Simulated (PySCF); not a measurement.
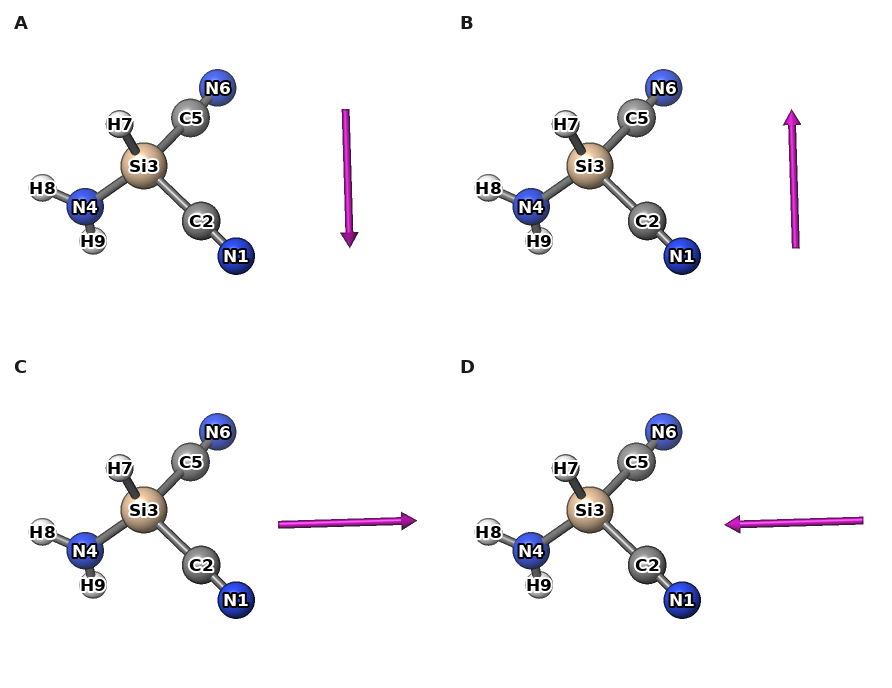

The same molecule four times, each with an arrow. The geometry was computed by an optimisation with PBE0-D3(BJ)/def2-SVP. No frequency run is at hand to confirm it as a minimum. Level of theory: ωB97X-D/def2-SVPD, gas phase (PySCF 2.14.0).

**Which arrow points along the dipole moment, from the negative to the positive end?**

D. The dipole moment is 4.86 D; it points from the side of N1 to the side of H8 (the outermost atoms at the two ends).
